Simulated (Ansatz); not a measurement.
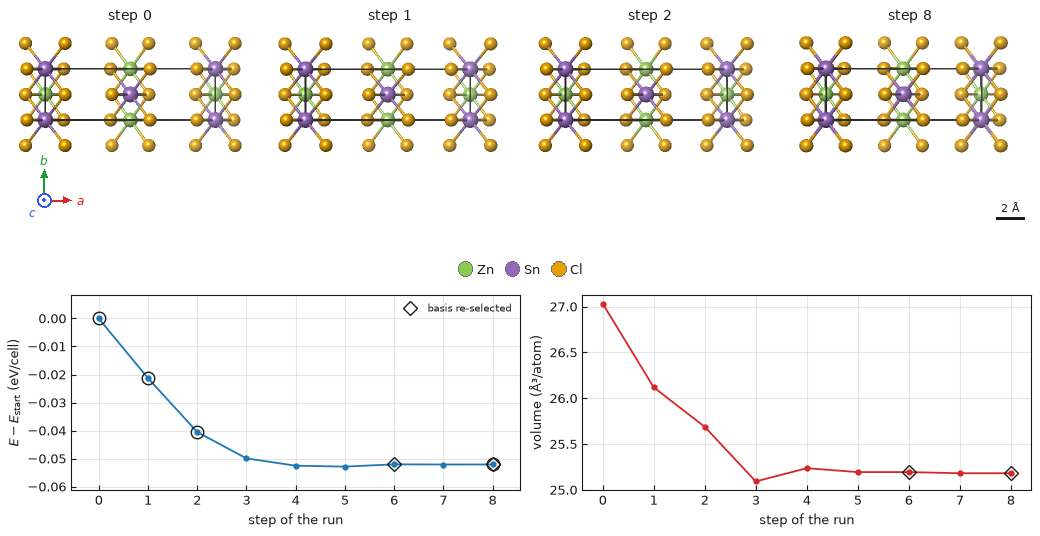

Frames of a relaxation of a crystal of ZnSnCl4 (built on the CaPbI4-12 type type), marked on the history of the run. A ball-and-stick model of the conventional cell (2 times the calculation's cell), seen along the c axis. Lengths and directions refer to the drawn axes.

Level of theory: DFT, r2SCAN+rVV10, plane waves, PAW (Ansatz 0.2.0). (plane-wave cutoff 500 eV; k-point mesh 6 × 6 × 4; occupations fermi dirac; smearing width 0.03 eV; no spin polarisation; cell and atoms relaxed; force threshold 0.01 eV/Å; at most 120 steps)

Question: What happens along the run?

Answer: The energy falls by 52.1 meV per cell of the calculation in 6 accepted moves (8 points after the start). Largest force component: 0.13 eV/Å at the start, 0.00057 eV/Å at the end. Pressure: 0.30 GPa at the start and −0.01 GPa at the end. The SCF was repeated twice at an unchanged geometry on a basis and grid sized afresh for the cell, which shifted the energy by 0.8 meV per cell of the calculation at most. The largest moves relative to the cell, 0.13 Å, are those of Cl atoms. Sn and Zn stay in place. The volume changes by −6.8 %, with a 14.155 → 13.155 Å (−7.1 %), b 3.760 → 3.787 Å (+0.7 %), c 6.894 → 6.942 Å (+0.7 %), β 117.9° → 119.1°. Among the contacts that change: Cl–Zn 2.514 → 2.541 Å, Cl–Sn 2.824 → 2.845 Å, Cl–Zn 2.420 → 2.404 Å, Cl–Sn 2.819 → 2.826 Å. The space group stays C2/m (No. 12). From step 0 to 1: Cl atoms move most (0.09 Å), volume −3.4 %, energy −21.3 meV per cell of the calculation. From step 1 to 2: Cl atoms move most (0.02 Å), volume −1.7 %, energy −19.2 meV per cell of the calculation. From step 2 to 8: Cl atoms move most (0.05 Å), volume −2.0 %, energy −11.6 meV per cell of the calculation.

| step | E − E(0), meV/atom | largest force component, eV/Å | pressure, GPa | volume, Å³/atom | note |
| --- | --- | --- | --- | --- | --- |
| 0 | 0.00 | 0.1312 | 0.30 | 27.033 |  |
| 1 | -3.55 | 0.1941 | -0.62 | 26.120 |  |
| 2 | -6.75 | 0.0762 | -0.28 | 25.688 |  |
| 3 | -8.32 | 0.0653 | 0.09 | 25.093 |  |
| 4 | -8.75 | 0.0278 | 0.01 | 25.237 |  |
| 5 | -8.81 | 0.0072 | -0.03 | 25.194 |  |
| 6 | -8.67 | 0.0071 | -0.04 | 25.194 | same geometry, new basis |
| 7 | -8.68 | 0.0006 | -0.01 | 25.182 |  |
| 8 | -8.68 | 0.0006 | -0.01 | 25.182 | same geometry, new basis |
